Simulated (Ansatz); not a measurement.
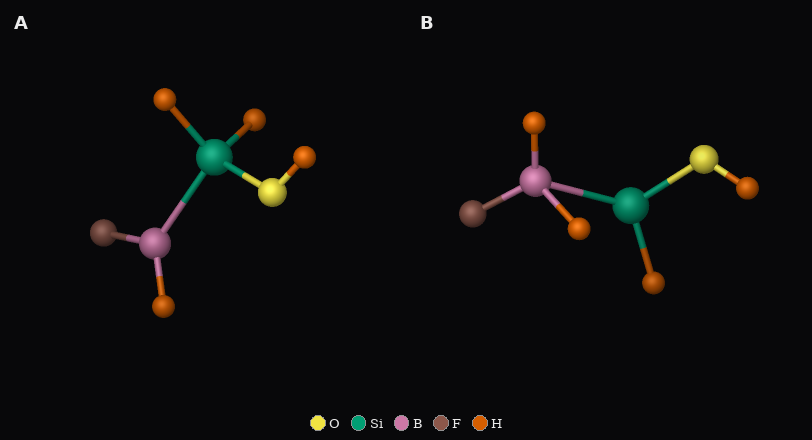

2 stationary structures of one formula. Geometries: PBE-D4/def2-SVP. Electronic energies: PBE-D4/def2-SVP (Ansatz 0.2.0), without zero-point energy. No frequency run is at hand to confirm each as a minimum. Each is one conformer, not always the lowest.

**Which is lowest in energy, and by how much?**

A is lowest (Cs); B lies 0.422 eV above it (C1).
